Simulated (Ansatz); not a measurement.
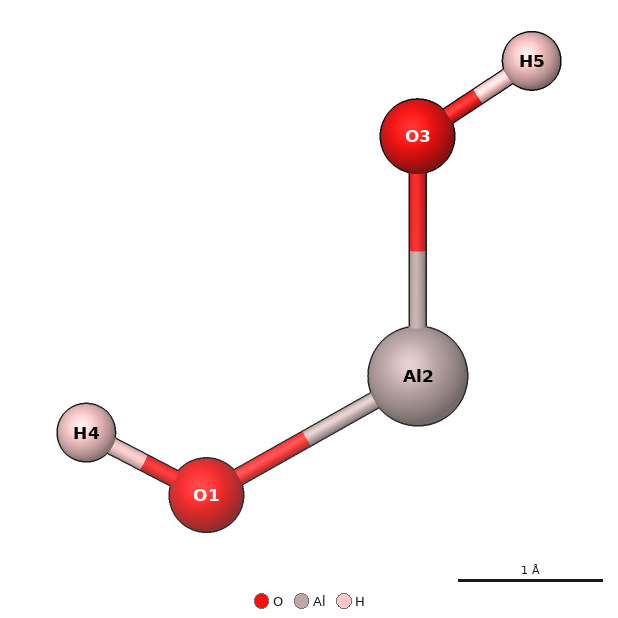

Orthographic view. Atoms fade into the background with distance from the viewer. Charge 0, doublet. Computed geometry: PBE0-D4/def2-TZVP optimisation. No frequency run is at hand to confirm it as a minimum.

List all interatomic distances (Å) as a matrix.

```tsv
atom	O1	Al2	O3	H4	H5
O1	0.00				
Al2	1.70	0.00			
O3	2.93	1.70	0.00		
H4	0.96	2.35	3.11	0.00	
H5	3.81	2.37	0.96	4.06	0.00
```
